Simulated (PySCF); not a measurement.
# B2H8Tm (Tm(BH4)2): the cost of one run

Program: PySCF 2.14.0. Level of theory: several levels, as the steps say, no spin–orbit coupling. These are calculated values, not measurements.

1 further run of the same task is left out (for a known fault of the program).

## 1. Where the work starts

11 atoms, charge 0, spin multiplicity 1.

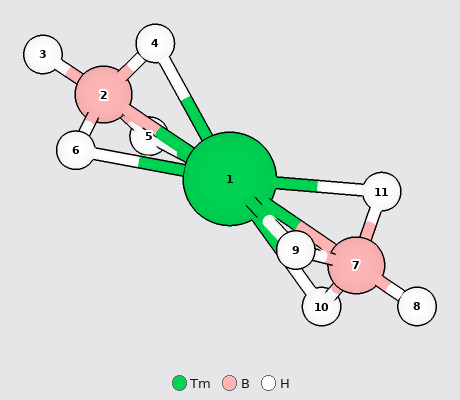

The geometry (thulium green, boron pink, hydrogen white); atoms are numbered from 1 in the order of the file.

Coordinates:

```xyz
11

Tm    0.0001    0.0000    0.8181
B     2.5323   -0.0014    0.7901
H     3.7418    0.0038    0.7768
H     2.0790   -0.7723    1.6706
H     2.0513   -0.3733   -0.3076
H     2.0697    1.1401    1.0293
B    -2.5322    0.0014    0.7901
H    -3.7418   -0.0038    0.7767
H    -2.0791    0.7723    1.6707
H    -2.0513    0.3733   -0.3076
H    -2.0698   -1.1402    1.0294
```

Formal oxidation states: Tm +2. Each metal's 13 4f electrons lie in its core potential, so multiplicities, spins and levels count the valence alone. An earlier session relaxed this geometry at PBE0, Tm lcecp-0-SVP with ECP59, B def2-SVP, H def2-SVP (singlet, point group C2).

At PBE0 on the finer grid: E = -86.873393 Eh, frontier levels not given, since the 4f levels lie in the core, Mulliken charge on Tm1 +0.62 e, largest force component 0.020 eV/Å. 

Levels to run: B3LYP; r2SCAN; PBE0, TZVP. Hardware: 2 threads of Arm Neoverse V2, shared host.

## 2. B3LYP

The input, run.py (the lines that set the calculation):

```python
mol = gto.M(atom='''
Tm     0.00013    -0.00001     0.81805
B      2.53229    -0.00141     0.79007
H      3.74184     0.00382     0.77679
H      2.07902    -0.77226     1.67061
H      2.05125    -0.37326    -0.30757
H      2.06969     1.14011     1.02932
B     -2.53225     0.00141     0.79010
H     -3.74182    -0.00378     0.77673
H     -2.07905     0.77227     1.67068
H     -2.05131     0.37329    -0.30758
H     -2.06978    -1.14017     1.02936''',
    basis={'Tm': 'lcecp-0-SVP', 'B': 'def2-SVP', 'H': 'def2-SVP'},
    ecp={'Tm': 'lcecp-0-SVP'},
    charge=0, spin=0)
mf = dft.RKS(mol, xc='B3LYP')
mf.grids.atom_grid = (75, 302)  # f atoms: unpruned, at least (60, 302)
mf = mf.density_fit()  # fitting sets: Tm AutoAux, B def2-universal-JKFIT, H def2-universal-JKFIT
mf.conv_tol = 1e-08; mf.max_cycle = 55
mf.kernel(dm0)  # dm0: the density of the relaxed state
```

Command:

```
$ OMP_NUM_THREADS=2 python run.py
```

**Question.** How long does this run take on 2 threads of Arm Neoverse V2, shared host?

About 5.2 s.
